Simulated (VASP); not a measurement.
Band structure of Ho (hcp). Calculation: r2SCAN+rVV10, VASP's PBE PAW potentials (set 64) (plane waves; VASP).

The 4f electrons are frozen in the core of the lanthanide potential, so 4f levels, which can set the real gap, and their magnetism are missing.

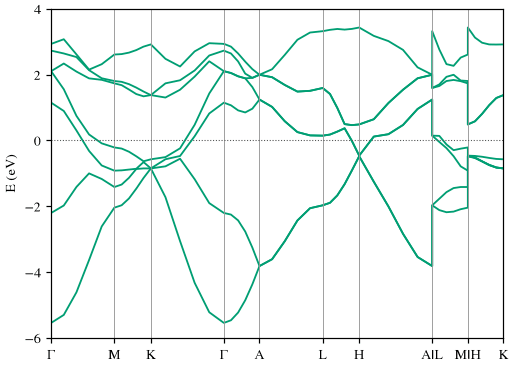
Fig. 1. Bands along high-symmetry lines, zero at the valence-band maximum or, without a gap, the Fermi level

### Question
Read the plot: is there a gap, and where are the band edges?

### Answer
It has no gap at this level: it comes out as a metal or semimetal.

The compound is Ho in the hcp structure. It was relaxed first.
